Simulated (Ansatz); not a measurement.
Converging the plane-wave cutoff: Ag3Au (I4mm, 4 atoms in the cell)

```
Ag3Au
1.0
   -2.05332     2.05332     4.08531
    2.05332    -2.05332     4.08531
    2.05332     2.05332    -4.08531
Ag Au
3 1
Cartesian
  0.00000   2.05332   2.04265
  2.05332   0.00000   2.04265
  0.00000   0.00000   4.13530
  0.00000   0.00000   0.00000
```

Method: PBEsol, default PAW files made with PBE (plane waves; Ansatz, an electronic-structure program).

Base settings: basis.ecutwfc = 420 eV; kpoints.mp_grid.grid = 8 8 8; hamiltonian.xc = pbesol; hamiltonian.pseudopotentials = {kind: paw} (the program's default PAW files); scf.occupations.method = gaussian; scf.occupations.width = 0.1 eV.

The second cell is the first with its lattice scaled by 0.98.

The mesh stays at the base's, so the ladder's end is converged at best in this setting alone.

The first pressure column holds Ansatz's estimate of the finite-basis (Pulay) stress, which hides part of the cutoff error; the other is without it.

Only quantities that move along the ladder and can be compared are tabulated.

The count of work is k-points × plane waves × bands × iterations; it is no time. 

The starting cell comes from a database of computed structures (which also holds hypothetical and non-ambient phases and stackings), without a prior relaxation at this level. Its lattice was rescaled by up to half a per cent. One atom was moved a little off its site on purpose. In the base run, with a pressure of about -3 GPa the cell is away from its equilibrium volume at this level.

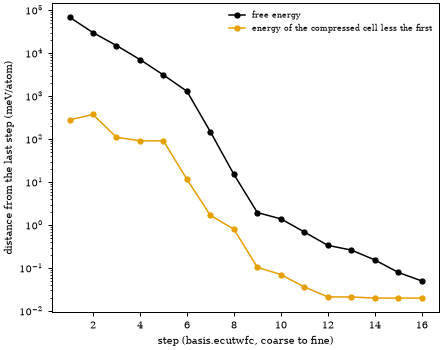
Fig. 1. Distance from the last step along the ladder; very small values are drawn at a floor.

| basis.ecutwfc | free energy less the last step's (meV/atom) | energy of the compressed cell less the first (meV/atom) | pressure (GPa) | pressure without the Pulay estimate (GPa) | largest difference of a force vector from the last step's (eV/Å) | count of work / last |
|---|---|---|---|---|---|---|
| 145 eV | 68627.09 | -278.81 | -55.59 | -2109.26 | 0.826 | 0.069 |
| 170 eV | 29983.83 | -371.77 | -51.45 | -1116.77 | 0.497 | 0.086 |
| 190 eV | 15013.36 | -108.40 | -6.41 | -643.25 | 0.476 | 0.097 |
| 210 eV | 7085.69 | 93.19 | 9.88 | -351.52 | 0.387 | 0.11 |
| 230 eV | 3098.93 | 92.28 | 7.95 | -181.66 | 0.042 | 0.13 |
| 250 eV | 1297.63 | 13.21 | -1.91 | -90.96 | 0.125 | 0.13 |
| 295 eV | 147.30 | -0.03 | -3.76 | -17.98 | 0.011 | 0.16 |
| 335 eV | 15.08 | 0.84 | -3.60 | -5.49 | 0.001 | 0.20 |
| 380 eV | 1.95 | 1.75 | -3.47 | -3.53 | 0.000 | 0.23 |
| 420 eV | 1.39 | 1.71 | -3.48 | -3.52 | 0.000 | 0.27 |
| 460 eV | 0.69 | 1.68 | -3.48 | -3.52 | 0.000 | 0.31 |
| 505 eV | 0.34 | 1.66 | -3.48 | -3.49 | 0.000 | 0.36 |
| 565 eV | 0.26 | 1.66 | -3.48 | -3.49 | 0.000 | 0.42 |
| 630 eV | 0.15 | 1.65 | -3.48 | -3.49 | 0.000 | 0.50 |
| 735 eV | 0.08 | 1.65 | -3.48 | -3.49 | 0.000 | 0.62 |
| 840 eV | 0.04 | 1.64 | -3.49 | -3.49 | 0.000 | 0.77 |
| 1010 eV | 0.00 | 1.64 | -3.49 | -3.49 | 0.000 | 1.0 |

Coarsest basis.ecutwfc that holds the free energy within 1 meV/atom of the last step, with all finer ones: 460 eV, at 0.31 of the last step's count of work; the step before is off by 1.4 meV/atom.

Coarsest basis.ecutwfc that holds the energy of the compressed cell less the first within 0.5 meV/atom of the last step, with all finer ones: 380 eV, at 0.23 of the last step's count of work; the step before is off by 0.80 meV/atom.

Coarsest basis.ecutwfc that holds the pressure within 0.2 GPa of the last step, with all finer ones: 335 eV, at 0.20 of the last step's count of work; the step before is off by 0.28 GPa.

The energy difference between the two cells stays within 1 meV/atom of the last step's from 335 eV on, the total only from 460 eV on: much of the error is common to both cells and cancels.

At the lowest cutoff the pressure without the Pulay estimate lies 2110 GPa under the last step's, the usual sign of Pulay stress in an incomplete plane-wave basis.

Keys are those of Ansatz 0.2.
